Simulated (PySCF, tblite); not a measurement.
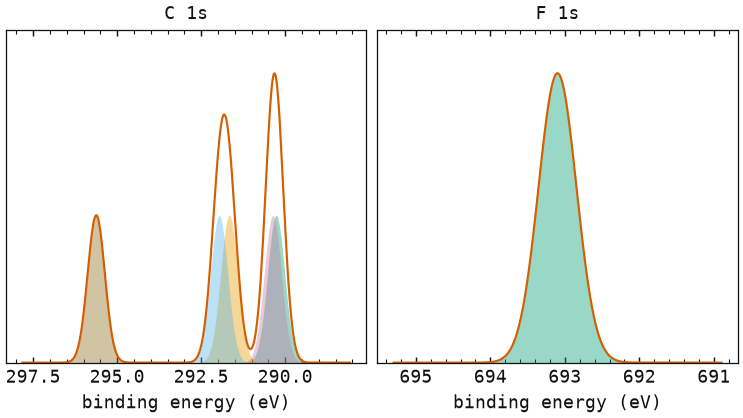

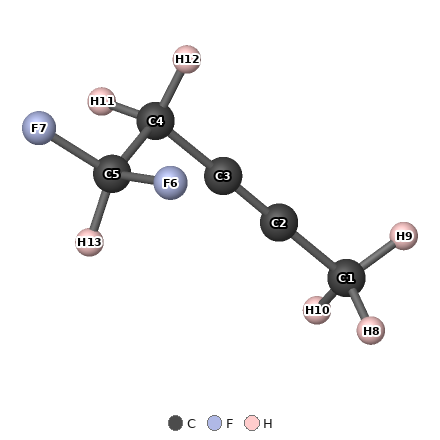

Simulated XPS of C₅H₆F₂, SMILES CC#CCC(F)F. Vertical core-electron binding energies by ΔSCF (SCAN, pcX-2 on the ionised atom, pcseg-1 elsewhere, spin-free X2C; PySCF 2.14.0, at a GFN2-xTB geometry (a minimum by its frequencies)), gas phase, against the vacuum level. One atom of each kind was ionised; within a panel, areas follow the number of like atoms, each panel is scaled alone, Gaussians of 0.6 eV full width. Only the regions named are shown. Lines closer than the width merge in the curve.

Which atoms give which peak?

| level | atoms | binding energy (eV) |
| --- | --- | --- |
| C 1s | C5 | 295.6 |
| C 1s | C4 | 292.0 |
| C 1s | C1 | 291.7 |
| C 1s | C2 | 290.4 |
| C 1s | C3 | 290.3 |
| F 1s | F6, F7 | 693.1 |

How large is the chemical shift across the C 1s region?

5.4 eV, from C3 at 290.3 eV to C5 at 295.6 eV.

Caveats: one conformer of a flexible molecule; the tight-binding geometry is rougher than a DFT one and adds to the error.
